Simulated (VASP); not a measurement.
Band structure of Se (relaxed from the hcp structure, space group P6_3/mmc). Level of theory: r2SCAN meta-GGA, VASP's PBE PAW potentials (set 64) (plane waves; VASP 6.6.1).

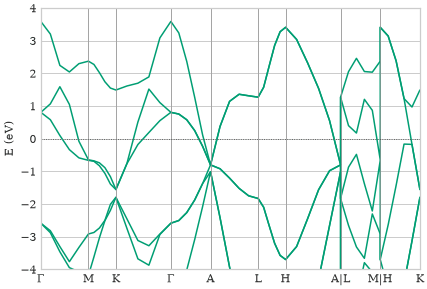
Figure: Bands along high-symmetry lines, zero at the valence-band maximum or, without a gap, the Fermi level

### Question
Read the plot: is there a gap, and where are the band edges?

### Answer
It has no gap at this level: it comes out as a metal or semimetal.

The structure was generated: Se was put into the hcp type (P6_3/mmc), which need not be its known phase. It was relaxed first, which changed the volume by +8 %.
